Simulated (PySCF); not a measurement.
**H6O6Si (charge −2): density, localisation and related maps**

```xyz
13

Si    0.0037   -0.0014    0.0012
O     0.0157   -0.0404    1.8323
H    -0.0872   -1.0006    1.8708
O    -0.0082    0.0344   -1.8285
H     0.0889    0.9948   -1.8711
O     1.8329   -0.0266    0.0480
H     1.8683    0.0602    1.0099
O    -1.8269    0.0229   -0.0426
H    -1.8661   -0.0853   -1.0019
O    -0.0293    1.8281   -0.0181
H    -0.9903    1.8714    0.0738
O     0.0341   -1.8325    0.0202
H     0.9949   -1.8771   -0.0718
```

Geometry: PBE0-D3(BJ)/def2-SVP.

Computed with PySCF 2.14.0, PBE0/pcSseg-1, SCF density, gas phase, non-relativistic.

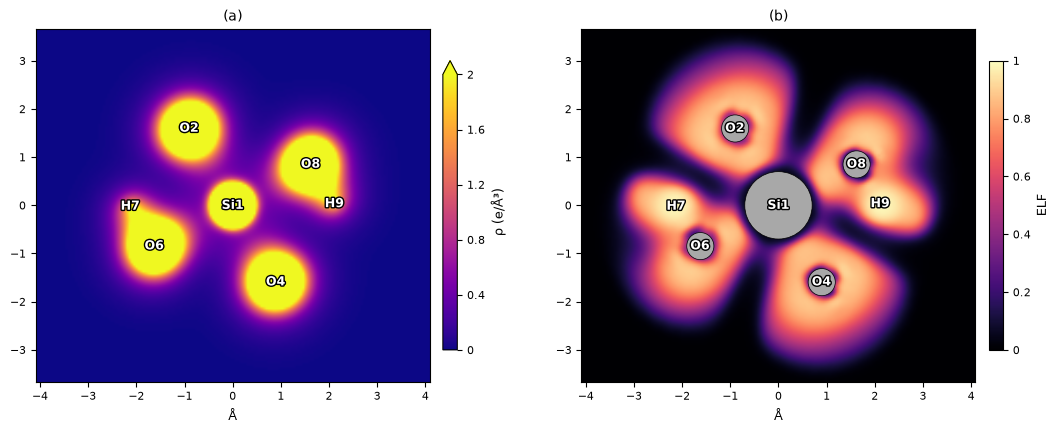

Figure 1. (a) total electron density; (b) electron localisation function on the plane of atoms O4, Si1 and O8. Grey discs cover the atomic cores in the ELF map.

Describe what can be read from this map.

Answer. The plane passes through Si, O and H nuclei. Si–O (1.83 Å): ρ at the midpoint is about 0.8 e/Å³; the ELF peaks at about 0.90 between the atoms: a polar covalent bond. O–H (0.97 Å): the density is about 3.6 e/Å³ at the midpoint; the ELF climbs to about 1 towards the hydrogen, as it does in any bond to H: an ordinary covalent bond to hydrogen. The ELF also peaks beside O4, O6, O2 and O8, away from the bonds: lone-pair regions.

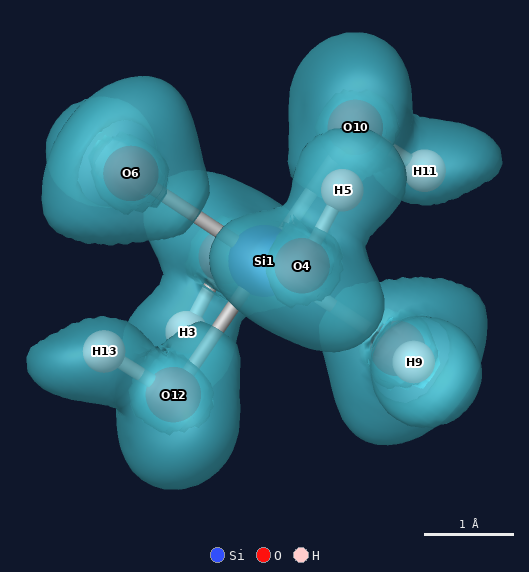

Figure 2. Isosurface of the ELF at 0.75 (cyan), seen at a tilt. Only the valence region is drawn (cores and ρ < 0.01 e/Å³ removed).

What do the ELF domains correspond to?

Answer. The ELF exceeds this value in six joined regions spread over several atoms (H, O), in which their bonds and any lone pairs are merged.
